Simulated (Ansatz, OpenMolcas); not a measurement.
**C2H4F2 (1,2-difluoroethane): a line through the functionals**

The species is C2H4F2 (8 atoms), meant as a singlet with charge 0. SMILES: `FCCF`. Geometry: relaxed at PBE0-D4/def2-TZVP. This is one conformer, not always the lowest.

The vertical ionisation energy (to the doublet cation) y, in eV, basis def2-SVPD; a is the functional's share of exact exchange. Programs: Ansatz 0.2.0, OpenMolcas 26.06.

```
functional     program     a  y (eV)
       PBE      Ansatz     0   11.66
    r2SCAN      Ansatz     0   11.91
     B3LYP  OpenMolcas   0.2   12.25
      PBE0      Ansatz  0.25       ?
     BHLYP  OpenMolcas   0.5   12.76
```

Problem. Fit y = c + s·a to the known rows and predict PBE0.

Solution. 
1. Means of the 4 rows: a = 0.1750, y = 12.145.
2. Σ(Δa)² = 0.1675, Σ(Δa·Δy) = 0.3285, so the slope is 0.3285/0.1675 = 1.9612.
3. Intercept: 12.145 − (1.9612) × 0.1750 = 11.802. The largest residual of the fit is 0.14.
4. PBE0: 11.802 + (1.9612) × 0.25 = 12.29 eV.

The run gave 12.25 eV, so the prediction is off by +0.04 eV, within the largest residual. The rows mix families of semi-local functionals, which the line can't see.

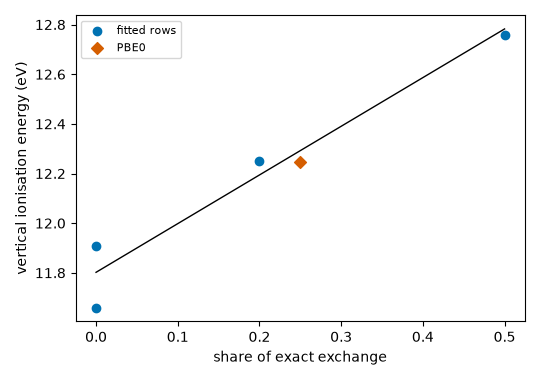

The fitted line, with the withheld row.
